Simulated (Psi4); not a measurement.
**GaHSF2 (SMILES [F][Ga]([F])[SH]): HF/cc-pVTZ (density fitting, sweep point 6)**

We compute a single-point energy of GaHSF2. Input form: a Python script.

The calculation is run with Psi4 1.11.

4 further runs of the same task are left out: 4 set aside as unsound or not needed.

## (1) The structure to begin with

The species is GaHSF2 (5 atoms), meant as a singlet with charge 0. As SMILES, `[F][Ga]([F])[SH]`. The shape is that of a PBE0-D4/def2-TZVP optimisation.

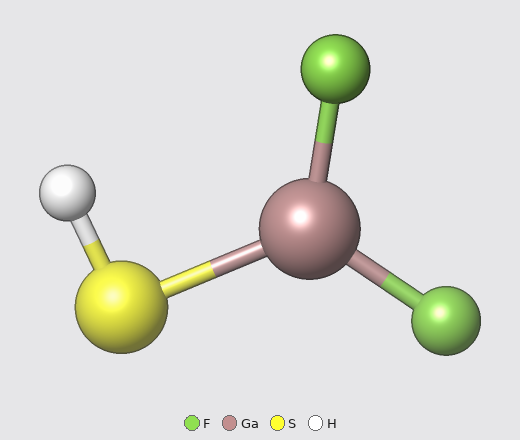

Viewed from a chosen angle; fluorine green, gallium pink, sulfur yellow, hydrogen white.

## (2) The energy at HF/cc-pVTZ (density fitting, sweep point 6)

Input file run.py:

```python
import psi4

psi4.set_memory(1600000000)
psi4.set_num_threads(1)
psi4.set_output_file('output.dat', False)

m = psi4.geometry("""
0 1
F     -0.326400    -1.486100     1.658600
Ga     0.142700    -0.389000     0.397700
F      1.855700    -0.271200     0.121400
S     -1.298500     0.749200    -0.745600
H     -0.323600     1.323500    -1.473600
symmetry c1
""")

psi4.set_options({
    'basis': 'cc-pVTZ',
    'reference': 'rhf',
    'scf_type': 'df',
    'diis_max_vecs': 4,
})

result = psi4.energy('hf')
print(f'total energy {result:.8f} hartree = {result * 27.211386:.5f} eV')
for k, v in sorted(psi4.core.scalar_variables().items()):
    print(f'{k:45s} {v:18.10f}')
```

The run is started by

```console
$ python run.py
```

output.dat:

```text
[...]
  Running in c1 symmetry.
[...]
  Nuclear repulsion =  365.687830020278000
[...]
  Multiplicity = 1
[...]
  Nalpha       = 33
  Nbeta        = 33
[...]
    Number of basis functions: 151
[...]
   @DF-RHF iter   1: -2519.43927039420487   -3.67526e+00   1.25506e-02 ADIIS/DIIS
[...]
   @DF-RHF iter   9: -2520.50433619308615   -9.10827e-08   5.28888e-07 DIIS
[...]
    Orbital Energies [Eh]
    ---------------------
    Doubly Occupied:
       1A   -378.870080     2A    -91.990214     3A    -48.218904
       4A    -42.548959     5A    -42.545016     6A    -42.544839
       7A    -26.263947     8A    -26.262692     9A     -8.993198
      10A     -6.674125    11A     -6.673540    12A     -6.672499
      13A     -6.459145    14A     -4.557208    15A     -4.550904
      16A     -4.550462    17A     -1.549593    18A     -1.545152
      19A     -1.269774    20A     -1.269306    21A     -1.268621
      22A     -1.263469    23A     -1.256282    24A     -0.990005
      25A     -0.697239    26A     -0.645315    27A     -0.634047
      28A     -0.630931    29A     -0.616011    30A     -0.610073
      31A     -0.572602    32A     -0.483106    33A     -0.421107
[...]
  @DF-RHF Final Energy: -2520.50433619308615
   => Energetics <=
    Nuclear Repulsion Energy =            365.6878300202779997
    One-Electron Energy =               -4244.1876160454748970
    Two-Electron Energy =                1357.9954498321110350
    Total Energy =                      -2520.5043361930856918
[...]
 Multipole Moments:
 ------------------------------------------------------------------------------------
     Multipole            Electronic (a.u.)      Nuclear  (a.u.)        Total (a.u.)
 ------------------------------------------------------------------------------------
 L = 1.  Multiply by 2.5417464519 to convert [e a0] to [Debye]
 Dipole X            :          2.5592307           -2.8716356           -0.3124048
 Dipole Y            :         -3.0285714            3.6005991            0.5720277
 Dipole Z            :          3.1542106           -3.7664735           -0.6122629
 Magnitude           :                                                    0.8942474
[...]
```

On the terminal:

```text
total energy -2520.50433619 hartree = -68586.41641 eV
CURRENT ENERGY                                  -2520.5043361931
CURRENT REFERENCE ENERGY                        -2520.5043361931
DD SOLVATION ENERGY                                 0.0000000000
HF KINETIC ENERGY                                2520.6095572084
HF POTENTIAL ENERGY                             -5041.1138934014
HF TOTAL ENERGY                                 -2520.5043361931
HF VIRIAL RATIO                                     1.9999582557
NUCLEAR REPULSION ENERGY                          365.6878300203
ONE-ELECTRON ENERGY                             -4244.1876160455
PCM POLARIZATION ENERGY                             0.0000000000
PE ENERGY                                           0.0000000000
SCF ITERATION ENERGY                            -2520.5043361931
SCF ITERATIONS                                      9.0000000000
SCF TOTAL ENERGY                                -2520.5043361931
TWO-ELECTRON ENERGY                              1357.9954498321
```

Run time: 5.7 s. Hardware: 1 thread of Intel Xeon Platinum 8488C (Sapphire Rapids), shared host; peak memory 0.68 GiB.

## (3) Results

At HF/cc-pVTZ (density fitting, sweep point 6):

| quantity | value |
| --- | --- |
| total energy | -2520.50434 Eh |
| dipole moment | 2.27 D |
| HOMO energy | -11.46 eV |
| LUMO energy | 1.50 eV |
| HOMO–LUMO gap | 12.96 eV |
